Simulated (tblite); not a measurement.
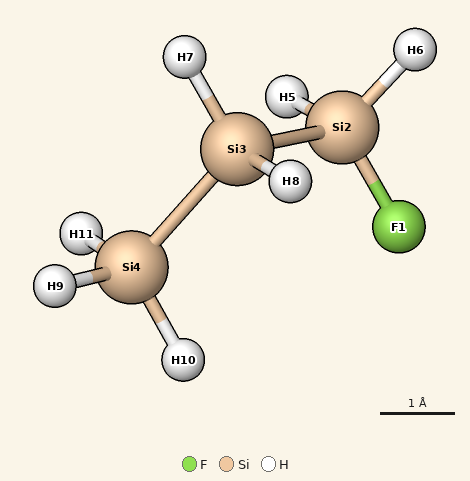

*The input geometry (ball-and-stick view, seen at an oblique angle; atoms are numbered from 1 in the order of the input).*

**Si3H7F: geometry relaxation**

System: Si3H7F, SMILES F[SiH2][SiH2][SiH3].
Method: GFN2-xTB geometry optimisation, gas phase (tblite 0.8.0).

The input
```
{"job": {"xc": "GFN2-xTB", "basis": "xTB", "kind": "relax"}, "charge": 0, "multiplicity": 1}
F     -1.755800     1.670900    -0.858600
Si    -1.811900     0.162700    -0.343800
Si     0.008600    -0.289200     1.010800
Si     1.797900     0.037600    -0.386500
H     -1.820400    -0.751300    -1.504100
H     -3.079000    -0.042800     0.416200
H     -0.038000    -1.687300     1.510200
H      0.064100     0.626300     2.196900
H      3.068000    -0.289000     0.340500
H      1.870500     1.435400    -0.847000
H      1.701600    -0.870500    -1.560600
```

The first line tells a small driver script what to run in tblite; the rest is the geometry in Å.

Hardware: 1 CPU thread, shared host.

Launched with:
```bash
OMP_NUM_THREADS=1 python <driver script> task.json out
```

The program's output
```
step      E/eV     max force
  0    -367.98338    1.571
  1    -368.03435    0.624
  2    -368.06897    0.648
  3    -368.08746    0.580
  4    -368.11581    0.465
  5    -368.12855    0.337
  6    -368.13792    0.288
  7    -368.14842    0.376
  8    -368.15779    0.345
  9    -368.16323    0.166
 10    -368.16598    0.138
 11    -368.16787    0.139
 12    -368.17023    0.228
 13    -368.17338    0.247
 14    -368.17624    0.153
 15    -368.17767    0.091
 16    -368.17818    0.061
 17    -368.17855    0.086
 18    -368.17908    0.092
 19    -368.17987    0.119
 20    -368.18088    0.142
 21    -368.18187    0.119
 22    -368.18263    0.074
 23    -368.18317    0.070
 24    -368.18365    0.061
 25    -368.18423    0.071
 26    -368.18503    0.094
 27    -368.18615    0.106
 28    -368.18750    0.095
 29    -368.18866    0.083
 30    -368.18932    0.058
 31    -368.18973    0.058
 32    -368.19030    0.072
 33    -368.19121    0.115
 34    -368.19237    0.133
 35    -368.19319    0.085
 36    -368.19350    0.031
 37    -368.19350    0.031
 38    -368.19356    0.029
 39    -368.19374    0.043
 40    -368.19384    0.052
 41    -368.19407    0.042
 42    -368.19418    0.024
 43    -368.19425    0.024
 44    -368.19430    0.033
 45    -368.19441    0.051
 46    -368.19456    0.056
 47    -368.19471    0.039
 48    -368.19479    0.023
 49    -368.19482    0.014
 50    -368.19484    0.013
 51    -368.19486    0.015
 52    -368.19488    0.019
 53    -368.19490    0.022
 54    -368.19493    0.021
 55    -368.19497    0.019
 56    -368.19499    0.012
 57    -368.19501    0.015
 58    -368.19503    0.019
 59    -368.19505    0.021
 60    -368.19508    0.018
 61    -368.19511    0.016
 62    -368.19514    0.015
 63    -368.19516    0.020
 64    -368.19520    0.021
 65    -368.19523    0.019
 66    -368.19525    0.016
 67    -368.19528    0.015
 68    -368.19531    0.022
 69    -368.19536    0.029
 70    -368.19544    0.029
 71    -368.19555    0.033
 72    -368.19562    0.027
 73    -368.19566    0.012
 74    -368.19569    0.017
 75    -368.19574    0.022
 76    -368.19583    0.041
 77    -368.19595    0.053
 78    -368.19606    0.041
 79    -368.19612    0.017
 80    -368.19616    0.017
 81    -368.19621    0.025
 82    -368.19631    0.045
 83    -368.19645    0.051
 84    -368.19657    0.032
 85    -368.19662    0.019
 86    -368.19664    0.019
 87    -368.19667    0.025
 88    -368.19673    0.033
 89    -368.19689    0.034
 90    -368.19701    0.020
 91    -368.19707    0.013
 92    -368.19709    0.016
 93    -368.19712    0.016
 94    -368.19716    0.018
 95    -368.19727    0.020
 96    -368.19731    0.018
 97    -368.19736    0.016
 98    -368.19740    0.018
 99    -368.19751    0.026
100    -368.19767    0.035
101    -368.19788    0.038
102    -368.19806    0.032
103    -368.19816    0.043
104    -368.19833    0.026
105    -368.19845    0.026
106    -368.19862    0.052
107    -368.19877    0.020
108    -368.19883    0.017
109    -368.19889    0.017
110    -368.19893    0.016
111    -368.19904    0.020
112    -368.19910    0.024
113    -368.19915    0.016
114    -368.19918    0.012
115    -368.19920    0.017
116    -368.19923    0.020
117    -368.19927    0.024
118    -368.19930    0.022
119    -368.19932    0.016
120    -368.19934    0.009
121    -368.19936    0.009
122    -368.19937    0.008
123    -368.19938    0.006
124    -368.19938    0.006
125    -368.19939    0.007
126    -368.19939    0.007
127    -368.19940    0.006
128    -368.19940    0.004
129    -368.19941    0.005
130    -368.19941    0.006
131    -368.19942    0.005
132    -368.19942    0.003
```

Trajectory as extended XYZ (Å, eV, eV/Å), 12 frames, from step=0 to step=132
```
11
Properties=species:S:1:pos:R:3:forces:R:3 step=0 energy=-367.98338
F    -1.7558    1.6709   -0.8586   -0.0900   0.2970  -0.2080
Si   -1.8119    0.1627   -0.3438   -0.4000  -1.2680   0.8360
Si    0.0086   -0.2892    1.0108   -0.1630   0.2780   0.1250
Si    1.7979    0.0376   -0.3865    0.7450  -0.2370   0.1380
H    -1.8204   -0.7513   -1.5041   -0.0990   0.4460   0.0690
H    -3.0790   -0.0428    0.4162    0.2680   0.3210  -0.4910
H    -0.0380   -1.6873    1.5102   -0.0570   0.3290   0.0160
H     0.0641    0.6263    2.1969   -0.0390  -0.4010  -0.2690
H     3.0680   -0.2890    0.3405   -0.3360   0.1660  -0.4210
H     1.8705    1.4354   -0.8470    0.0670  -0.2280  -0.0250
H     1.7016   -0.8705   -1.5606    0.1020   0.2960   0.2300
11
Properties=species:S:1:pos:R:3:forces:R:3 step=12 energy=-368.17023
F    -1.7921    1.5827   -0.8281   -0.0100   0.0210   0.0430
Si   -1.8818    0.0642   -0.2710    0.0660   0.0580   0.0000
Si    0.0199   -0.2673    0.9982    0.0620  -0.0660  -0.0930
Si    1.8866    0.0306   -0.3653   -0.2030   0.0170   0.1020
H    -1.8846   -0.6820   -1.5286   -0.0770  -0.0480   0.0440
H    -3.2030    0.0363    0.3432   -0.0480  -0.0200  -0.0240
H    -0.0506   -1.6359    1.5516    0.0230   0.0550  -0.0240
H     0.0515    0.5746    2.2078   -0.0130   0.0060  -0.0510
H     3.1635   -0.2730    0.2758    0.0760   0.0050  -0.0040
H     1.9344    1.4058   -0.8661    0.0690   0.0030   0.0170
H     1.7616   -0.8331   -1.5434    0.0560  -0.0310  -0.0100
11
Properties=species:S:1:pos:R:3:forces:R:3 step=24 energy=-368.18365
F    -1.8080    1.5892   -0.7854   -0.0090   0.0290  -0.0340
Si   -1.9114    0.0629   -0.2587   -0.0270  -0.0110  -0.0030
Si    0.0217   -0.2759    0.9530    0.0100  -0.0020   0.0460
Si    1.9114    0.0290   -0.3609   -0.0060  -0.0110   0.0440
H    -1.9758   -0.7047   -1.4994   -0.0100  -0.0100  -0.0480
H    -3.2427    0.0427    0.3368   -0.0050  -0.0020   0.0610
H    -0.0322   -1.6338    1.5270    0.0070   0.0190  -0.0100
H     0.0328    0.5951    2.1438    0.0110  -0.0220  -0.0250
H     3.1921   -0.2646    0.2911   -0.0300  -0.0100   0.0010
H     1.9951    1.4110   -0.8383    0.0160  -0.0120  -0.0290
H     1.8224   -0.8483   -1.5351    0.0440   0.0330  -0.0040
11
Properties=species:S:1:pos:R:3:forces:R:3 step=36 energy=-368.19350
F    -1.8837    1.5786   -0.8077   -0.0040   0.0070  -0.0020
Si   -1.9571    0.0559   -0.2627   -0.0070   0.0060  -0.0070
Si    0.0167   -0.2774    0.8876   -0.0080   0.0180   0.0130
Si    1.9495    0.0295   -0.3567    0.0230  -0.0070  -0.0020
H    -2.1266   -0.7005   -1.5011    0.0070  -0.0230   0.0010
H    -3.2292    0.0459    0.4533   -0.0030   0.0010   0.0130
H    -0.0141   -1.6286    1.4798   -0.0150   0.0190  -0.0200
H     0.0278    0.6091    2.0679    0.0090  -0.0260  -0.0070
H     3.1681   -0.2877    0.3941    0.0050   0.0120  -0.0050
H     2.0871    1.4075   -0.8340    0.0030  -0.0060   0.0100
H     1.9669   -0.8296   -1.5463   -0.0100  -0.0010   0.0060
11
Properties=species:S:1:pos:R:3:forces:R:3 step=48 energy=-368.19479
F    -1.9012    1.5800   -0.8222    0.0010   0.0090  -0.0120
Si   -1.9581    0.0626   -0.2625   -0.0050   0.0060  -0.0020
Si    0.0167   -0.2669    0.8839    0.0150  -0.0030   0.0080
Si    1.9571    0.0300   -0.3522    0.0000   0.0030   0.0000
H    -2.1222   -0.7168   -1.4869    0.0000  -0.0100  -0.0120
H    -3.2264    0.0490    0.4589   -0.0160   0.0030   0.0160
H    -0.0363   -1.6265    1.4529    0.0070   0.0000  -0.0010
H     0.0383    0.5976    2.0783   -0.0020  -0.0070   0.0010
H     3.1823   -0.2807    0.3903   -0.0060  -0.0030   0.0010
H     2.0951    1.4084   -0.8283    0.0010  -0.0040  -0.0040
H     1.9602   -0.8341   -1.5382    0.0060   0.0070   0.0040
11
Properties=species:S:1:pos:R:3:forces:R:3 step=60 energy=-368.19508
F    -1.9079    1.5780   -0.8380    0.0050   0.0000   0.0020
Si   -1.9613    0.0663   -0.2613   -0.0070   0.0000  -0.0050
Si    0.0161   -0.2651    0.8824    0.0060  -0.0010  -0.0140
Si    1.9577    0.0328   -0.3506    0.0060   0.0020  -0.0050
H    -2.1252   -0.7229   -1.4804   -0.0070  -0.0050   0.0050
H    -3.2269    0.0586    0.4672    0.0030   0.0040  -0.0010
H    -0.0320   -1.6277    1.4427   -0.0010  -0.0160   0.0000
H     0.0388    0.5863    2.0848   -0.0020   0.0130   0.0120
H     3.1798   -0.2814    0.3953   -0.0030   0.0020   0.0050
H     2.1005    1.4086   -0.8318    0.0000   0.0040   0.0030
H     1.9660   -0.8309   -1.5363   -0.0010  -0.0030  -0.0020
11
Properties=species:S:1:pos:R:3:forces:R:3 step=72 energy=-368.19562
F    -1.8940    1.5656   -0.8692   -0.0020  -0.0130  -0.0040
Si   -1.9689    0.0684   -0.2577   -0.0080  -0.0060  -0.0030
Si    0.0154   -0.2691    0.8701   -0.0020   0.0030  -0.0020
Si    1.9615    0.0437   -0.3494    0.0240  -0.0020  -0.0120
H    -2.1649   -0.7531   -1.4505   -0.0050   0.0100  -0.0020
H    -3.2241    0.0990    0.4879    0.0020   0.0100  -0.0010
H    -0.0229   -1.6426    1.4047   -0.0070  -0.0050   0.0120
H     0.0335    0.5674    2.0840    0.0010  -0.0030   0.0070
H     3.1705   -0.2723    0.4177    0.0020   0.0070  -0.0070
H     2.1147    1.4188   -0.8304   -0.0070  -0.0050   0.0080
H     1.9848   -0.8231   -1.5331    0.0020   0.0050   0.0020
11
Properties=species:S:1:pos:R:3:forces:R:3 step=84 energy=-368.19657
F    -1.8664    1.5312   -0.9377    0.0050  -0.0080  -0.0020
Si   -1.9813    0.0674   -0.2550   -0.0020  -0.0020   0.0000
Si    0.0148   -0.2889    0.8513   -0.0090   0.0080   0.0110
Si    1.9731    0.0555   -0.3430    0.0270   0.0000  -0.0180
H    -2.2518   -0.7941   -1.4045    0.0130   0.0040   0.0060
H    -3.2133    0.1847    0.5212    0.0100   0.0060   0.0010
H    -0.0254   -1.6700    1.3681   -0.0020  -0.0010  -0.0030
H     0.0296    0.5254    2.0820   -0.0010  -0.0070  -0.0090
H     3.1804   -0.2429    0.4351   -0.0140  -0.0020   0.0000
H     2.1163    1.4366   -0.8107   -0.0200  -0.0070   0.0050
H     2.0295   -0.8022   -1.5327   -0.0070   0.0080   0.0090
11
Properties=species:S:1:pos:R:3:forces:R:3 step=96 energy=-368.19731
F    -1.8317    1.5006   -0.9986    0.0070  -0.0140   0.0060
Si   -1.9802    0.0702   -0.2535   -0.0140   0.0100  -0.0030
Si    0.0150   -0.3084    0.8433    0.0040   0.0000   0.0140
Si    1.9749    0.0619   -0.3402   -0.0060  -0.0010   0.0060
H    -2.2958   -0.8260   -1.3638    0.0020   0.0020   0.0080
H    -3.1897    0.2615    0.5438    0.0070   0.0000  -0.0170
H    -0.0294   -1.6965    1.3413    0.0010   0.0070   0.0000
H     0.0277    0.4927    2.0826    0.0010  -0.0140  -0.0010
H     3.1797   -0.2219    0.4460   -0.0020   0.0030  -0.0040
H     2.0811    1.4509   -0.7904    0.0070   0.0090  -0.0070
H     2.0540   -0.7824   -1.5366   -0.0060  -0.0030  -0.0020
11
Properties=species:S:1:pos:R:3:forces:R:3 step=108 energy=-368.19883
F    -1.7084    1.3819   -1.1653    0.0000   0.0070   0.0000
Si   -1.9775    0.0805   -0.2395    0.0040  -0.0060  -0.0130
Si    0.0135   -0.3602    0.8401    0.0030   0.0000  -0.0070
Si    1.9612    0.1005   -0.3346   -0.0010  -0.0070   0.0150
H    -2.4171   -0.9093   -1.2198   -0.0070  -0.0040  -0.0010
H    -3.1356    0.4928    0.5476   -0.0070   0.0050   0.0020
H    -0.0313   -1.7732    1.2609    0.0130   0.0000  -0.0080
H     0.0266    0.3632    2.1251   -0.0030   0.0060   0.0110
H     3.1659   -0.1468    0.4632    0.0150   0.0020  -0.0010
H     2.0208    1.4992   -0.7643   -0.0040  -0.0040  -0.0020
H     2.0872   -0.7258   -1.5395   -0.0140   0.0010   0.0030
11
Properties=species:S:1:pos:R:3:forces:R:3 step=120 energy=-368.19934
F    -1.6811    1.3509   -1.2046    0.0040   0.0000   0.0000
Si   -1.9738    0.0837   -0.2391   -0.0090  -0.0020   0.0000
Si    0.0141   -0.3689    0.8445    0.0000   0.0030  -0.0090
Si    1.9596    0.1102   -0.3256   -0.0060   0.0020   0.0000
H    -2.4458   -0.9252   -1.1846    0.0020   0.0010  -0.0010
H    -3.1198    0.5484    0.5381    0.0080  -0.0010   0.0030
H    -0.0201   -1.7911    1.2339    0.0010   0.0010   0.0040
H     0.0190    0.3307    2.1430   -0.0040  -0.0010   0.0030
H     3.1759   -0.1275    0.4578    0.0020   0.0020   0.0010
H     2.0031    1.5086   -0.7587    0.0020  -0.0060   0.0020
H     2.0743   -0.7173   -1.5307    0.0000   0.0000  -0.0030
11
Properties=species:S:1:pos:R:3:forces:R:3 step=132 energy=-368.19942
F    -1.6648    1.3272   -1.2308   -0.0010  -0.0030   0.0000
Si   -1.9736    0.0839   -0.2392    0.0010   0.0020   0.0020
Si    0.0139   -0.3773    0.8414   -0.0030   0.0000   0.0000
Si    1.9585    0.1157   -0.3237    0.0010  -0.0010   0.0010
H    -2.4727   -0.9332   -1.1612    0.0000   0.0000  -0.0020
H    -3.1011    0.5857    0.5416    0.0010   0.0000   0.0000
H    -0.0159   -1.8022    1.2212   -0.0010   0.0000  -0.0010
H     0.0106    0.3108    2.1463    0.0030   0.0000  -0.0010
H     3.1750   -0.1151    0.4620   -0.0010   0.0000  -0.0010
H     1.9949    1.5153   -0.7528    0.0000   0.0000  -0.0010
H     2.0806   -0.7081   -1.5308    0.0000   0.0020   0.0020
```

Key numbers

```csv
quantity,value
outcome,converged
total energy,−368.1994 eV
wall time,2 s
peak memory,0.18 GiB
```
